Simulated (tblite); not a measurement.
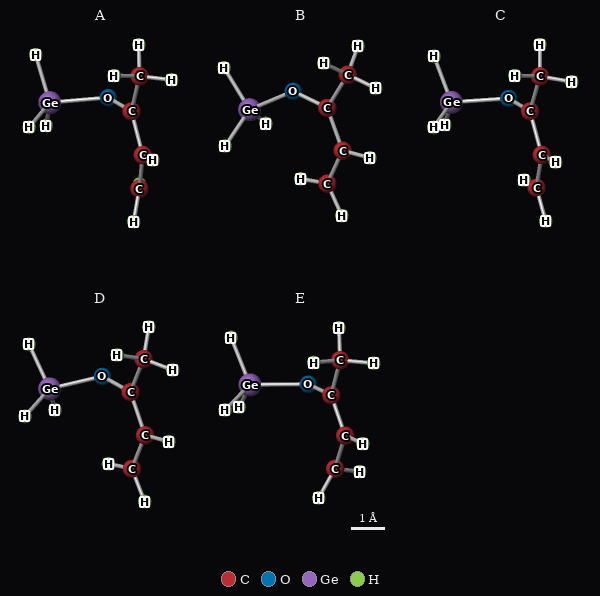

5 geometries from one relaxation of C$_{4}$H$_{9}$GeO (multiplicity 2), in shuffled order. A ball-and-stick model, seen at a tilt.

These are results of GFN2-xTB geometry optimisation, gas phase (tblite 0.8.0), not measurements. 

### Order the frames from highest to lowest energy.

E, A, C, D, B. They are steps 0, 12, 29, 58, 118, at +127.6 kJ/mol, +46.0 kJ/mol, +11.4 kJ/mol, +4.78 kJ/mol relative to the last. The energy falls by 127.6 kJ/mol in 118 geometry steps. The atom that moves furthest after the best rigid fit is an H atom (1.84 Å). Largest moves by element: H 1.84 Å, O 0.83 Å, C 0.30 Å, Ge 0.29 Å. Some distances before and after: C–C 1.487 → 1.366 Å, C–C 1.312 → 1.387 Å, Ge–H 1.555 → 1.494 Å, Ge–O 1.791 → 1.748 Å. Bond angles that change, for instance: O–Ge–H 111.5° → 98.3°, C–O–Ge 126.9° → 139.2°, C–C–C 118.5° → 127.6°. Groups turn about C–O by about 80°, Ge–O by about 60°, C–C by about 35°.
